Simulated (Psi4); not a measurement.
# GeClF (SMILES [F][Ge][Cl]) at B3LYP/6-311G(d,p)

What is the vertical electron affinity of GeClF at B3LYP/6-311G**? 

The results are computed with Psi4 1.11.

**1. The molecule**

The species is GeClF (3 atoms), meant as a singlet with charge 0. As SMILES, `[F][Ge][Cl]`. Geometry: relaxed at PBE0-D4/def2-TZVP.

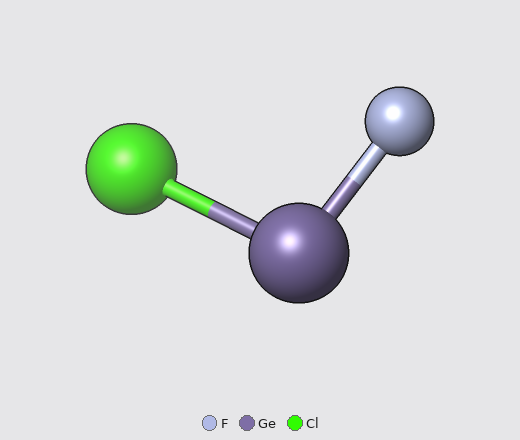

The structure, seen from a chosen angle (fluorine light blue, germanium purple, chlorine green).

**2. The energy at B3LYP/6-311G(d,p)**

The input, run.py:

```python
import psi4

psi4.set_memory('1600 MB')
psi4.set_num_threads(1)
psi4.core.set_output_file('psi4.out', False)

mol = psi4.geometry("""
0 1
F      0.110400     1.418700     0.206200
Ge    -0.762800     0.035600    -0.410300
Cl     0.641600    -1.519100     0.191000
units angstrom
symmetry c1
""")

psi4.set_options(dict(basis='6-311G**', puream=True, scf_type='pk', dft_radial_points=99, dft_spherical_points=590))

energy_value = psi4.energy("b3lyp")
print(f'b3lyp energy: {energy_value:.10f} Eh')
```

Command:

```console
$ python run.py
```

psi4.out:

```text
[...]
  Running in c1 symmetry.
[...]
  Nuclear repulsion =  246.377351934708940
[...]
  Multiplicity = 1
[...]
  Nalpha       = 29
  Nbeta        = 29
[...]
    Number of basis functions: 88
[...]
   @RKS iter   1: -2635.69631236368059   -2.12402e+00   3.73075e-02 DIIS/ADIIS
[...]
   @RKS iter   9: -2637.18917698571522   -1.07451e-07   6.54639e-07 DIIS
[...]
    Orbital Energies [Eh]
    ---------------------
    Doubly Occupied:
       1A   -398.791673     2A   -101.550231     3A    -49.843420
       4A    -44.366192     5A    -44.364491     6A    -44.363516
       7A    -24.654772     8A     -9.464857     9A     -7.225763
      10A     -7.222306    11A     -7.220599    12A     -6.282192
      13A     -4.457168    14A     -4.453315    15A     -4.449867
      16A     -1.284132    17A     -1.274469    18A     -1.274281
      19A     -1.271407    20A     -1.268118    21A     -1.151575
      22A     -0.826831    23A     -0.547249    24A     -0.435018
      25A     -0.423659    26A     -0.416797    27A     -0.344214
      28A     -0.335857    29A     -0.305975
[...]
  @RKS Final Energy: -2637.18917698571522
   => Energetics <=
    Nuclear Repulsion Energy =            246.3773519347089405
    One-Electron Energy =               -4160.4533718705133651
    Two-Electron Energy =                1371.7411894974341067
    DFT Exchange-Correlation Energy =     -94.8543465473444343
    Empirical Dispersion Energy =           0.0000000000000000
    VV10 Nonlocal Energy =                  0.0000000000000000
    Total Energy =                      -2637.1891769857152212
[...]
 Multipole Moments:
 ------------------------------------------------------------------------------------
     Multipole            Electronic (a.u.)      Nuclear  (a.u.)        Total (a.u.)
 ------------------------------------------------------------------------------------
 L = 1.  Multiply by 2.5417464519 to convert [e a0] to [Debye]
 Dipole X            :         -5.0548486            4.0496531           -1.0051955
 Dipole Y            :          2.3574043           -2.3583850           -0.0009806
 Dipole Z            :          0.0000000            0.0000000            0.0000000
 Magnitude           :                                                    1.0051960
[...]
```

On the terminal:

```text
b3lyp energy: -2637.1891769857 Eh
```

Run time: 4.8 s. Hardware: 1 thread of AMD EPYC 9R45 (Zen 5), shared host; peak memory 0.61 GiB.

**3. The doublet anion, same level**

The input, clfge.py:

```python
import psi4

psi4.set_memory('1600 MB')
psi4.set_num_threads(1)
psi4.core.set_output_file('clfge.out', False)

geom = psi4.geometry("""
-1 2
F      0.110400     1.418700     0.206200
Ge    -0.762800     0.035600    -0.410300
Cl     0.641600    -1.519100     0.191000
symmetry c1
""")

psi4.set_options({
    'basis': '6-311G**',
    'reference': 'uks',
    'puream': True,
    'scf_type': 'pk',
    'dft_radial_points': 99,
    'dft_spherical_points': 590,
    'maxiter': 100,
})

energy_value = psi4.energy('b3lyp', molecule=geom)
print(f'total energy {energy_value:.8f} hartree = {energy_value * 27.211386:.5f} eV')
```

Command:

```console
$ python clfge.py
```

clfge.out:

```text
[...]
  Running in c1 symmetry.
[...]
  Nuclear repulsion =  246.377351934708940
[...]
  Multiplicity = 2
[...]
  Nalpha       = 30
  Nbeta        = 29
[...]
    Number of basis functions: 88
[...]
   @UKS iter   1: -2635.43517290709406   -1.86288e+00   3.88057e-02 DIIS/ADIIS
[...]
   @UKS iter  10: -2637.21811305193341   -2.55709e-08   7.21463e-07 DIIS
[...]
   @S^2 Observed:                7.526993001E-01
[...]
    Orbital Energies [Eh]
    ---------------------
    Alpha Occupied:
       1A   -398.508661     2A   -101.328838     3A    -49.561995
       4A    -44.083894     5A    -44.083572     6A    -44.082730
       7A    -24.411729     8A     -9.244997     9A     -7.005538
      10A     -7.002046    11A     -7.001607    12A     -6.001759
      13A     -4.175975    14A     -4.172218    15A     -4.171975
      16A     -1.011611    17A     -0.995129    18A     -0.992442
      19A     -0.991209    20A     -0.989409    21A     -0.912424
      22A     -0.610704    23A     -0.312547    24A     -0.208785
      25A     -0.198327    26A     -0.188740    27A     -0.135930
      28A     -0.126527    29A     -0.076786    30A      0.057349
    Alpha Virtual:
[...]
  @UKS Final Energy: -2637.21811305193341
   => Energetics <=
    Nuclear Repulsion Energy =            246.3773519347089405
    One-Electron Energy =               -4175.0654076191221975
    Two-Electron Energy =                1386.5461141198836685
    DFT Exchange-Correlation Energy =     -95.0761714874034567
    Empirical Dispersion Energy =           0.0000000000000000
    VV10 Nonlocal Energy =                  0.0000000000000000
    Total Energy =                      -2637.2181130519329599
  UHF NO Occupations:
  HONO-2 :   28  A 1.9999014
  HONO-1 :   29  A 1.9988370
[...]
 Multipole Moments:
 ------------------------------------------------------------------------------------
     Multipole            Electronic (a.u.)      Nuclear  (a.u.)        Total (a.u.)
 ------------------------------------------------------------------------------------
 L = 1.  Multiply by 2.5417464519 to convert [e a0] to [Debye]
 Dipole X            :         -4.4269546            4.0496531           -0.3773015
 Dipole Y            :          2.3702543           -2.3583850            0.0118693
 Dipole Z            :          0.0000000            0.0000000            0.0000000
 Magnitude           :                                                    0.3774881
[...]
```

The script printed:

```text
total energy -2637.21811305 hartree = -71762.36004 eV
```

Wall time 6.9 s (1 thread of AMD EPYC 9R45 (Zen 5), shared host); peak memory 0.61 GiB.

**4. Outcome**

At B3LYP/6-311G**:

| quantity | value |
| --- | --- |
| singlet GeClF: total energy | -2637.18918 Eh |
| singlet GeClF: dipole moment | 2.55 D |
| singlet GeClF: HOMO energy | -8.33 eV |
| singlet GeClF: LUMO energy | -3.14 eV |
| singlet GeClF: HOMO–LUMO gap | 5.18 eV |
| doublet anion: total energy | -2637.21811 Eh |
| doublet anion: HOMO energy (highest over α and β) | 1.56 eV |
| doublet anion: LUMO energy (lowest over α and β) | 3.84 eV |
| doublet anion: ⟨S²⟩ | 0.753 |
| vertical electron affinity (to the doublet anion) | 0.787 eV |

**Reading.** At fixed nuclei the extra electron is bound by 0.79 eV (76.0 kJ/mol). The basis has no diffuse functions, so the error can be as large as this value. The HOMO (doublet anion) lies at positive energy, 1.56 eV, from the functional's self-interaction, a short basis or an electron that isn't bound; only total energies against the neutral tell.
